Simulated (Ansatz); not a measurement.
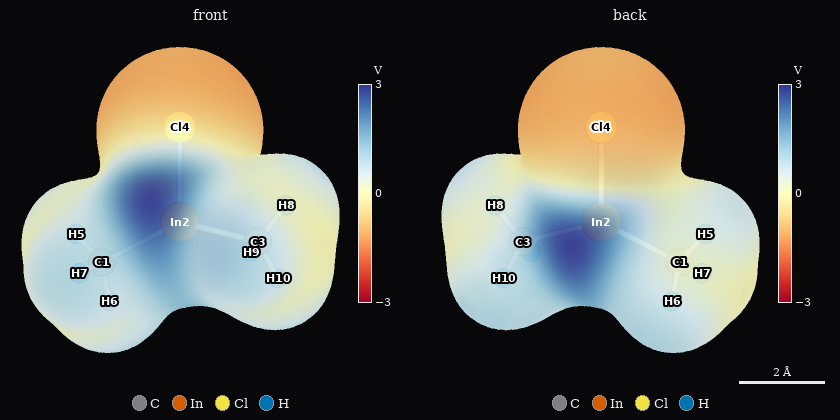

Figure. C$_{2}$H$_{6}$ClIn (SMILES [CH3][In]([CH3])[Cl]). The electrostatic potential painted on the density surface at 0.002 e/bohr³, seen from the front and from behind; red is negative and blue positive.

Geometry: PBE0-D4/def2-TZVP; core potentials replace the inner electrons of In.

Theory: RKS PBE0-D4/def2-TZVPP in Ansatz 0.2.0.

```yaml
atoms:
  - { symbol: C, position_ang: [-0.4961, 1.7158, -0.9347] }
  - { symbol: In, position_ang: [-0.2701, -0.2818, -0.2110] }
  - { symbol: C, position_ang: [0.8939, -1.3404, 1.2344] }
  - { symbol: Cl, position_ang: [-1.7356, -1.7561, -1.3494] }
  - { symbol: H, position_ang: [-1.3143, 1.7414, -1.6529] }
  - { symbol: H, position_ang: [-0.7092, 2.3986, -0.1110] }
  - { symbol: H, position_ang: [0.4241, 2.0426, -1.4219] }
  - { symbol: H, position_ang: [0.5776, -2.3823, 1.2490] }
  - { symbol: H, position_ang: [1.9527, -1.2859, 0.9756] }
  - { symbol: H, position_ang: [0.7602, -0.9029, 2.2249] }
```

**Where is the surface potential most negative and most positive?**

The most negative region (about −1.2 V) lies over Cl4, the most positive (about +2.9 V) over In2.
